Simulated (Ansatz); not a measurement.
# BClFHO: the cost of one run

Computed with Ansatz 0.2.0, driven from Python. Level of theory: r2SCAN0/6-31G*.

**1. The structure**

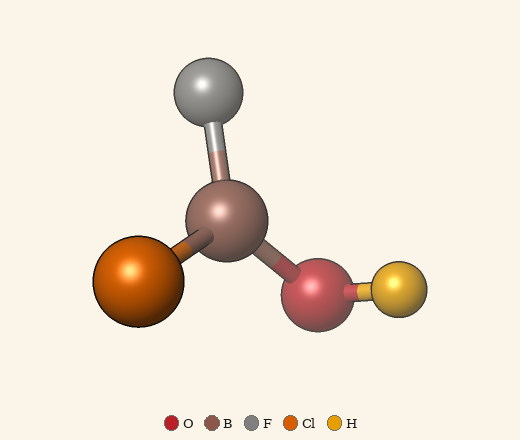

The starting structure, viewed from a chosen angle; oxygen red, boron brown, fluorine grey, chlorine orange, hydrogen amber.

Input file bclfho.xyz:

```xyz
5

O     0.09250    1.01310    0.49690
B    -0.09540   -0.34750    0.10270
F     0.80560   -1.32360    0.59950
Cl   -1.38860   -0.85760   -1.01510
H     0.63580    1.44200   -0.22540
```

**2. The code**

File tae_bclfho.py:

```python
"""Energy to split BClFHO into its atoms."""

from collections import Counter

import ansatz

config = {
    "basis": "6-31G*",
    "xc": "r2scan0",
}


def energy_of(molecule, charge=0, unpaired=0):
    calc = (
        molecule.calculation()
        .basis(gaussian=config["basis"])
        .functional(config["xc"])
    )
    if charge:
        calc = calc.charge(charge)
    if unpaired:
        calc = calc.spin("collinear", total=unpaired)
    report = calc.run().report
    if report["published_state_doubts"]:
        print("  doubts:", report["published_state_doubts"])
    return report["free_energy_ev"]


def main() -> None:
    mol = ansatz.Crystal.molecule_from_extxyz("bclfho.xyz")

    # unpaired electrons of the ground-state atoms
    unpaired = {"O": 2, "B": 1, "F": 1, "Cl": 1, "H": 1}
    counts = Counter(site.symbol for site in mol.cartesian_sites)
    atom_energy = {s: energy_of(ansatz.Crystal.molecule().atom(s, (0, 0, 0)), 0, unpaired[s]) for s in counts}
    whole = energy_of(mol, 0, 0)
    for s, e in atom_energy.items():
        print(f"{s:2s} x{counts[s]}  {e:14.5f} eV")
    print(f"BClFHO: {whole:.5f} eV")
    split = sum(counts[s] * e for s, e in atom_energy.items()) - whole
    print(f"atomisation energy (no zero-point term): {96.485332 * split:.1f} kJ/mol, {split / sum(counts.values()):.3f} eV an atom")


if __name__ == "__main__":
    main()
```

**3. What the engine is handed**

The package turns the script's settings into the engine's input (first run):

```yaml
crystal:
  periodic: [false, false, false]
  atoms:
    - { symbol: O, position_ang: [0.0, 0.0, 0.0] }
basis:
  gaussian:
    orbitals: "6-31G*"
hamiltonian:
  xc: r2scan0
magnetization:
  spin_polarized: true
  initial_magnetization: 2.0
```

**4. The run**

Command:

```bash
> python tae_bclfho.py
```

**Question.** How long does this script take on 1 thread of Arm Neoverse V1, shared host, and how much memory does it need?

About 6 s, with a peak of 0.18 GiB.
